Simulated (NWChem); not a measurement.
**PH2 (SMILES [PH2]): levels of theory compared**

We compute a comparison of 6 runs (UHF/def2-SVP, UHF/def2-SVPD, UPBE0/def2-TZVP, UPBE0/STO-3G, UPBE0/def2-SVP, UPBE0/cc-pVTZ) of PH2. 

The results are computed with NWChem 7.3.0.

7 further runs of the same task are left out: 7 set aside as unsound or not needed. Runs told in other sessions of the task aren't counted.

## Step 1: The molecule

PH2 has 3 atoms, charge 0, and is taken as a doublet. As SMILES, `[PH2]`. The coordinates come from a PBE0-D4/def2-TZVP relaxation.

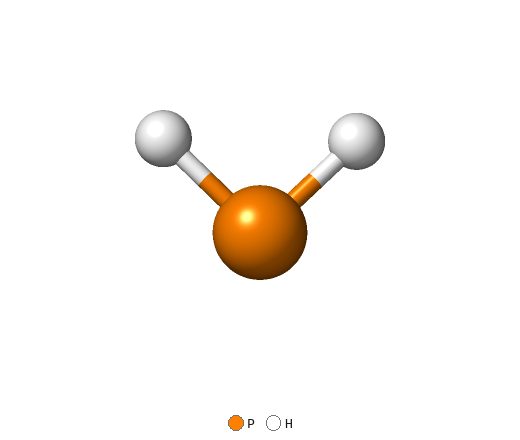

Viewed from a chosen angle; phosphorus orange, hydrogen white.

## Step 2: Energy and forces at UHF/def2-SVP (run 1)

The input, geom.nw:

```
start geom
title "H2P gradient"
memory total 2200 mb
geometry units angstrom noautosym nocenter noautoz
  P      0.525730    -0.309370     0.258210
  H      0.114640     1.051490     0.176750
  H     -0.640370    -0.742120    -0.434970
end
basis spherical bse
  * library def2-SVP
end
scf
  doublet
  uhf
  thresh 1e-08
  maxiter 80
end
task scf gradient
```

The run is started by

```bash
nwchem geom.nw > geom.out
```

The log of the run:

```text
[...]
  functions       =    28
[...]
  wavefunction    = UHF
[...]
         Total SCF energy =   -341.763528783307
      One electron energy =   -495.284154198856
      Two electron energy =    142.112238906692
 Nuclear repulsion energy =     11.408386508856
                       Sz =      0.5000
                 Sz(Sz+1) =      0.7500
                      S^2 =      0.7632
[...]
                         UHF ENERGY GRADIENTS
    atom               coordinates                        gradient
                 x          y          z           x          y          z
   1 P       0.993486  -0.584625   0.487946    0.006190  -0.003644   0.003040
   2 H       0.216638   1.987028   0.334009   -0.002947   0.002175  -0.001400
   3 H      -1.210124  -1.402403  -0.821974   -0.003243   0.001469  -0.001640
[...]
```

Run time: 0.9 s. Hardware: 1 thread of Intel Xeon 6975P-C (Granite Rapids), shared host; peak memory 0.1 GiB.

## Step 3: Energy and forces at UHF/def2-SVPD (run 2)

The input, h2p.nw:

```
start h2p
title "H2P"
memory total 2200 mb

geometry units angstroms noautosym nocenter noautoz
  P      0.525730    -0.309370     0.258210
  H      0.114640     1.051490     0.176750
  H     -0.640370    -0.742120    -0.434970
end

basis spherical bse
  P library def2-SVPD
  H library def2-SVPD
end

scf
  doublet
  uhf
  thresh 1e-08
  maxiter 80
end

task scf gradient
```

The run is started by

```bash
nwchem h2p.nw > h2p.out
```

The log of the run:

```text
[...]
  functions       =    40
[...]
  wavefunction    = UHF
[...]
         Total SCF energy =   -341.766272704342
      One electron energy =   -495.262750682528
      Two electron energy =    142.088091469330
 Nuclear repulsion energy =     11.408386508856
                       Sz =      0.5000
                 Sz(Sz+1) =      0.7500
                      S^2 =      0.7674
[...]
                         UHF ENERGY GRADIENTS
    atom               coordinates                        gradient
                 x          y          z           x          y          z
   1 P       0.993486  -0.584625   0.487946    0.006337  -0.003730   0.003112
   2 H       0.216638   1.987028   0.334009   -0.003102   0.002025  -0.001502
   3 H      -1.210124  -1.402403  -0.821974   -0.003235   0.001705  -0.001610
[...]
```

Wall time 1.3 s (1 thread of Intel Xeon 6975P-C (Granite Rapids), shared host); peak memory 0.1 GiB.

Run 3 isn't shown in full; the table further down has it.

## Step 4: Energy and gradient at UPBE0/STO-3G (run 4)

The input, a.nw:

```
start a
title "H2P"
memory stack 880 mb heap 220 mb global 1100 mb

geometry units angstroms noautosym nocenter noautoz
  P      0.525730    -0.309370     0.258210
  H      0.114640     1.051490     0.176750
  H     -0.640370    -0.742120    -0.434970
end

basis spherical bse
  * library STO-3G
end

dft
  xc pbe0
  mult 2
  grid xfine
  convergence energy 1e-08
  iterations 100
  mulliken
end

task dft gradient
```

The run is started by

```bash
nwchem a.nw > a.out
```

The log of the run:

```text
[...]
          Wavefunction type:  spin polarized.
          No. of atoms     :     3
          No. of electrons :    17
[...]
          Charge           :     0
          Spin multiplicity:     2
[...]
          AO basis - number of functions:    11
[...]
              XC Information
              --------------
                         PBE0 Method XC Functional
                     Hartree-Fock (Exact) Exchange  0.250
          PerdewBurkeErnzerhof Exchange Functional  0.750
            Perdew 1991 LDA Correlation Functional  1.000 local
           PerdewBurkeErnz. Correlation Functional  1.000 non-local
[...]
 d= 0,ls=0.0,diis     1   -338.4888134387 -3.50D+02  6.13D-03  7.25D-03     0.2
[...]
 d= 0,ls=0.0,diis     7   -338.4909906832 -9.34D-11  1.33D-07  2.74D-13     1.1
[...]
         Total DFT energy =     -338.490990683178
      One electron energy =     -493.409430426076
           Coulomb energy =      167.472685971951
    Exchange-Corr. energy =      -23.962632737909
 Nuclear repulsion energy =       11.408386508856
[...]
      Total Density - Mulliken Population Analysis
     ---------------------------------------------
    Atom       Charge   Shell Charges
 -----------   ------   -------------------------------------------------------
    1 P   15    14.80   2.00  2.00  5.92  1.85  3.03
    2 H    1     1.10   1.10
    3 H    1     1.10   1.10
[...]
      <S2> =      0.7522 (Exact =     0.7500)
[...]
  wavefunction    = open shell
                         DFT ENERGY GRADIENTS
    atom               coordinates                        gradient
                 x          y          z           x          y          z
   1 P       0.993486  -0.584625   0.487946    0.003390  -0.001996   0.001665
   2 H       0.216638   1.987028   0.334009    0.000246   0.005610   0.000740
   3 H      -1.210124  -1.402403  -0.821974   -0.003636  -0.003614  -0.002405
[...]
```

Wall time 1.7 s (1 thread of Intel Xeon 6975P-C (Granite Rapids), shared host); peak memory 0.12 GiB.

Run 5 isn't shown in full; the table further down has it.

## Step 5: Energy and forces at UPBE0/cc-pVTZ (run 6)

The input, m1.nw:

```
echo
start m1
title "H2P PBE0"
memory 2200 mb
charge 0

geometry units angstrom noautosym nocenter noautoz
   P      0.525730    -0.309370     0.258210
   H      0.114640     1.051490     0.176750
   H     -0.640370    -0.742120    -0.434970
end

basis spherical bse
   P library cc-pVTZ
   H library cc-pVTZ
end

dft
   xc pbe0
   mult 2
   grid xfine
   convergence energy 1e-08
   iterations 100
   mulliken
end

task dft gradient
```

The run is started by

```bash
nwchem m1.nw > m1.out
```

The log of the run:

```text
[...]
          Wavefunction type:  spin polarized.
          No. of atoms     :     3
          No. of electrons :    17
[...]
          Charge           :     0
          Spin multiplicity:     2
[...]
          AO basis - number of functions:    62
[...]
              XC Information
              --------------
                         PBE0 Method XC Functional
                     Hartree-Fock (Exact) Exchange  0.250
          PerdewBurkeErnzerhof Exchange Functional  0.750
            Perdew 1991 LDA Correlation Functional  1.000 local
           PerdewBurkeErnz. Correlation Functional  1.000 non-local
[...]
 d= 0,ls=0.0,diis     1   -342.3715110510 -3.54D+02  2.52D-03  3.55D-02     1.6
[...]
 d= 0,ls=0.0,diis     8   -342.3848852691 -4.41D-09  2.14D-07  7.67D-11    10.2
[...]
         Total DFT energy =     -342.384885269137
      One electron energy =     -495.602992623363
           Coulomb energy =      165.602095920573
    Exchange-Corr. energy =      -23.792375075204
 Nuclear repulsion energy =       11.408386508856
[...]
      Total Density - Mulliken Population Analysis
     ---------------------------------------------
    Atom       Charge   Shell Charges
 -----------   ------   -------------------------------------------------------
    1 P   15    15.08   2.00  1.87  0.21  1.10  0.62  5.75  0.59  1.82  1.01  0.04  0.06  0.01
    2 H    1     0.96   0.24  0.51  0.18  0.00  0.03  0.00
    3 H    1     0.96   0.24  0.51  0.18  0.00  0.03  0.00
[...]
      <S2> =      0.7569 (Exact =     0.7500)
[...]
  wavefunction    = open shell
                         DFT ENERGY GRADIENTS
    atom               coordinates                        gradient
                 x          y          z           x          y          z
   1 P       0.993486  -0.584625   0.487946   -0.001056   0.000620  -0.000519
   2 H       0.216638   1.987028   0.334009    0.000250  -0.000969   0.000034
   3 H      -1.210124  -1.402403  -0.821974    0.000806   0.000349   0.000484
[...]
```

Wall time 14 s (1 thread of Intel Xeon 6975P-C (Granite Rapids), shared host); peak memory 0.13 GiB.

## Step 6: All runs side by side

```
run            level  iteration cap  module  energy (Eh)  dipole moment (D)  HOMO energy (eV)  LUMO energy (eV)  wall time
  1     UHF/def2-SVP             80     scf  -341.763529               0.78            -10.20              1.45      0.9 s
  2    UHF/def2-SVPD             80     scf  -341.766273               0.64            -10.21              1.21      1.3 s
  3  UPBE0/def2-TZVP            100     dft  -342.380602                  –                 –                 –      7.2 s
  4     UPBE0/STO-3G            100     dft  -338.490991               0.51             -3.76              1.43      1.7 s
  5   UPBE0/def2-SVP            100     dft  -342.262196               0.85             -7.14             -2.86      3.9 s
  6    UPBE0/cc-pVTZ            100     dft  -342.384885               0.65             -7.23             -3.03       14 s
```

## Step 7: Summary of results

| quantity | value |
| --- | --- |
| run 6: total energy | -342.38489 Eh |
| run 6: dipole moment | 0.65 D |
| run 6: HOMO energy (highest over α and β) | -7.23 eV |
| run 6: LUMO energy (lowest over α and β) | -3.03 eV |
| run 6: ⟨S²⟩ | 0.757 |
| run 6: largest force on an atom | 0.068 eV/Å |

What this shows: Over runs 1, 2, 4, 5, 6 the dipole moment (its size) runs from 0.51 D (UPBE0/STO-3G) to 0.85 D (UPBE0/def2-SVP). In run 4 the basis is minimal, so the values are rough. All runs together took 29 s, the longest 14 s.
